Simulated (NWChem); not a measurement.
**UTPSSh/def2-SVP run of C2H2N (SMILES [CH2]C#N)**

Aim: the electronic atomisation energy of C2H2N at UTPSSh/def2-SVP, from 4 runs. 

Program for the calculation: NWChem 7.3.0.

## (1) The system as given

C2H2N: 5 atoms, total charge 0, spin state doublet. SMILES: `[CH2]C#N`. Geometry: relaxed at PBE0-D4/def2-TZVP.

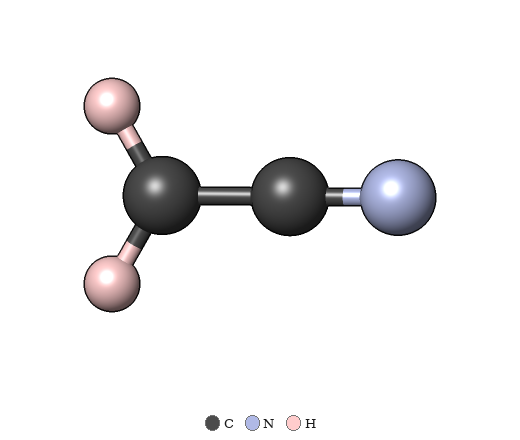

Viewed from a chosen angle; carbon dark grey, nitrogen light blue, hydrogen pink.

## (2) The energy at UTPSSh/def2-SVP (run 1)

test.nw reads:

```
start test
memory 2200 mb

geometry noautosym nocenter noautoz
 C       -0.303900       0.342000      -0.317400
 C        0.458100      -0.524000       0.433100
 N        1.103000      -1.256900       1.068300
 H       -1.157100      -0.027100      -0.869600
 H       -0.050200       1.392300      -0.355600
end

basis "ao basis" spherical bse
 * library def2-SVP
end

dft
 xc xctpssh
 mult 2
 grid medium
 convergence energy 1e-08
 maxiter 100
 mulliken
 noprint "final vectors analysis"
end

task dft energy
```

Run with:

```console
$ nwchem test.nw > test.out
```

The program printed:

```text
[...]
          Wavefunction type:  spin polarized.
          No. of atoms     :     5
          No. of electrons :    21
[...]
          Charge           :     0
          Spin multiplicity:     2
[...]
          AO basis - number of functions:    52
[...]
              XC Information
              --------------
                  TPSS hybrid Method XC Functional
                     Hartree-Fock (Exact) Exchange  0.100
                  TPSS metaGGA Exchange Functional  0.900
             TPSS03 metaGGA Correlation Functional  1.000
[...]
 d= 0,ls=0.0,diis     1   -131.9228974437 -1.85D+02  1.40D-02  1.23D-01     0.6
[...]
 d= 0,ls=0.0,diis    13   -132.0033611517 -1.05D-09  2.49D-07  8.64D-11     7.1
[...]
         Total DFT energy =     -132.003361151663
      One electron energy =     -281.962746243767
           Coulomb energy =      115.263198314044
    Exchange-Corr. energy =      -18.408494121705
 Nuclear repulsion energy =       53.104680899764
[...]
      Total Density - Mulliken Population Analysis
     ---------------------------------------------
    Atom       Charge   Shell Charges
 -----------   ------   -------------------------------------------------------
    1 C    6     6.09   1.99  0.90  0.24  2.05  0.89  0.03
    2 C    6     6.08   1.99  0.95  0.17  2.06  0.86  0.05
    3 N    7     7.03   1.99  1.10  0.56  2.20  1.15  0.03
    4 H    1     0.90   0.74  0.14  0.02
    5 H    1     0.90   0.74  0.14  0.02
[...]
      <S2> =      0.7684 (Exact =     0.7500)
[...]
```

It took 8.1 s on 1 thread of Intel Xeon Platinum 8488C (Sapphire Rapids), shared host; peak memory 0.11 GiB.

## (3) The C atom, same level (run 2)

test.nw reads:

```
start test
memory stack 880 mb heap 220 mb global 1100 mb

geometry noautosym nocenter noautoz
 C      0.000000     0.000000     0.000000
end

basis spherical bse
 * library def2-SVP
end

dft
 xc xctpssh
 mult 3
 grid medium
 convergence energy 1e-08
 maxiter 100
 mulliken
 print low
end

task dft energy
```

Run the same way, it converges to -37.81788 Eh (log not shown).

## (4) The H atom (run 3)

job.nw reads:

```
start job
memory 2200 mb

geometry noautosym nocenter noautoz
  H      0.000000     0.000000     0.000000
end

basis spherical bse
  * library def2-SVP
end

dft
  xc xctpssh
  mult 2
  grid medium
  convergence energy 1e-08
  maxiter 100
  mulliken
  print low
end

task dft energy
```

Run the same way, it converges to -0.49926 Eh (log not shown).

## (5) The N atom at the same level (run 4)

mol.nw reads:

```
start mol
title "N energy"
memory 2200 mb

geometry units angstrom noautosym nocenter noautoz
N     0.000000    0.000000    0.000000
end

basis spherical bse
* library def2-SVP
end

dft
xc xctpssh
mult 4
grid medium
convergence energy 1e-08
maxiter 100
mulliken
noprint "final vectors analysis"
end

task dft energy
```

Run the same way, it converges to -54.54538 Eh (log not shown).

## (6) The series

| run | partner | energy (Eh) | ⟨S²⟩ | wall time |
| --- | --- | --- | --- | --- |
| 1 | base | -132.003361 | 0.768 | 8.1 s |
| 2 | atoms | -37.817877 | 2.003 | 1.1 s |
| 3 | atoms | -0.499260 | 0.750 | 0.83 s |
| 4 | atoms | -54.545382 | 3.753 | 1.1 s |

## (7) Results

At UTPSSh/def2-SVP:

| quantity | value |
| --- | --- |
| N atom: total energy | -54.54538 Eh |
| N atom: ⟨S²⟩ | 3.753 |
| electronic atomisation energy | 22.414 eV |

In words: Taking the molecule apart into free atoms costs 22.41 eV (517 kcal/mol), before zero-point energy and without spin-orbit coupling. All runs together took 11 s, the longest 8.1 s.
